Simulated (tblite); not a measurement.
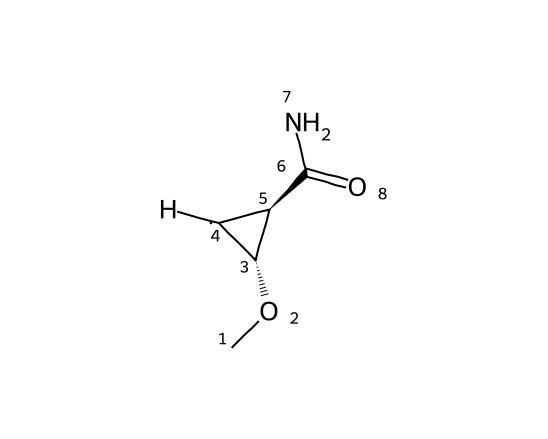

Skeletal drawing with numbered atoms; wedges and dashes mark any stereocentres. The configuration is that of a computed structure (GFN2-xTB).

**Assign CIP descriptors.**

C3: R; C5: R.
